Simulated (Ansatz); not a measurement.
**SiH4···HBr: density, localisation and related maps**

The calculation's input:

```
crystal:
  periodic: [false, false, false]
  atoms:
    - {symbol: Si, position_ang: [-0.779058, -0.251176, 0.633670]}
    - {symbol: Br, position_ang: [2.172142, 0.484745, -2.244551]}
    - {symbol: H, position_ang: [-1.608292, 0.240753, -0.493290]}
    - {symbol: H, position_ang: [-1.559398, -0.216114, 1.895177]}
    - {symbol: H, position_ang: [-0.315425, -1.632890, 0.358837]}
    - {symbol: H, position_ang: [1.681312, 0.738683, -0.932682]}
    - {symbol: H, position_ang: [0.408719, 0.636000, 0.782837]}
basis:
  gaussian: {orbitals: def2-TZVPP}
hamiltonian: {xc: pbe0, dispersion: d4}
output: {orbitals: {seedname: orbitals}}
```

Run with:

```sh
ansatz run in.yaml --threads 2 --pin off --events-out ev --progress --plain --max-ram 4352MiB
```

The product side of a reaction path; geometry: PBE0-D4/def2-TZVP.

Computed with Ansatz, RKS PBE0-D4/def2-TZVPP.

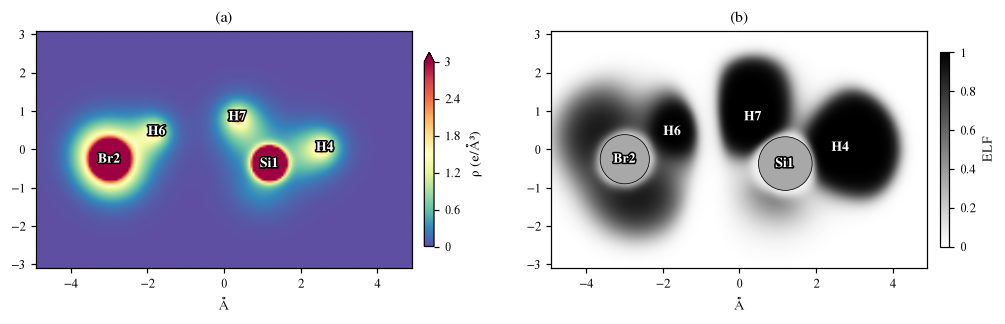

Figure 1. (a) electron density; (b) ELF on the plane of atoms H4, Si1 and H7. Grey discs cover the atomic cores in the ELF map.

What do the fields say about this system?

- Atoms in the plane: Si, Br and H.
- H6···H7 (2.14 Å): the density falls to about 0.06 e/Å³ on the way; the ELF dips to about 0.05 between them (a non-bonded, intermolecular contact).
- Br–H (1.42 Å): ρ is about 1.6 e/Å³ halfway; the ELF climbs to about 1 towards the hydrogen, as it does in any bond to H.
- Si–H (1.48 Å): the density is about 0.81 e/Å³ at the midpoint; the ELF climbs to about 1 towards the hydrogen.
- The ELF also peaks beside Br2, away from the bonds: lone-pair regions.

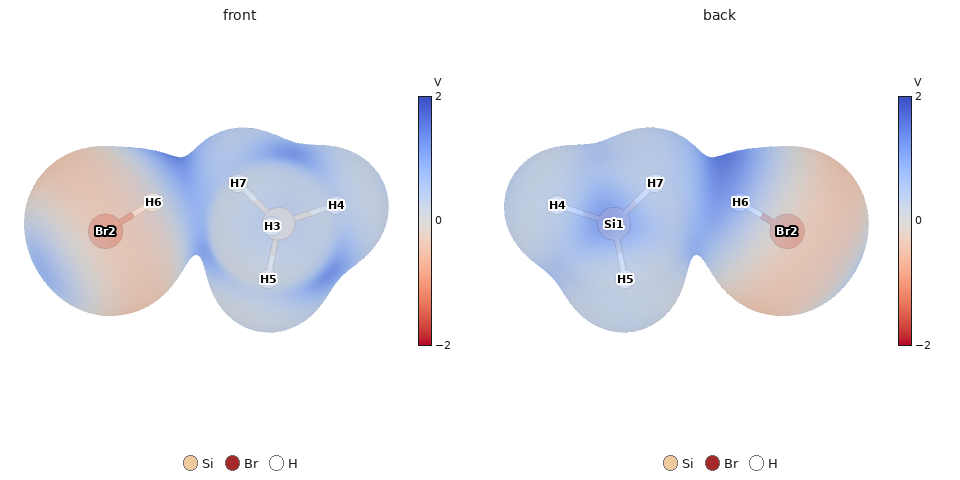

Figure 2. The molecular electrostatic potential painted on the density surface at 0.002 e/bohr³, seen from the front and from behind; red is negative and blue positive.

Describe the electrostatic potential map.

The most negative region (about −0.4 V) lies over Br2, the most positive (about +1.5 V) over H6. Br2 shows a σ-hole: about +0.9 V at the tip opposite its bond, against about −0.4 V on its flanks.

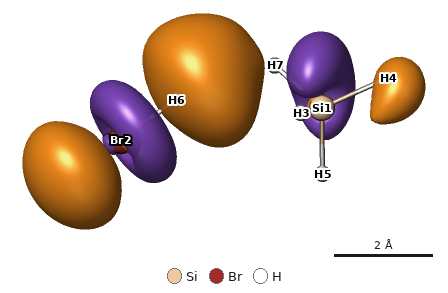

Figure 3. The LUMO at ±0.1 Å⁻³ᐟ² (orange and purple are the two phases), seen at a tilt.

Describe this orbital and give its energy.

It lies mainly on Br2 (about 40 %), H6 (about 25 %), Si1 (about 15 %) and H7 (about 10 %). Its energy is −0.28 eV.
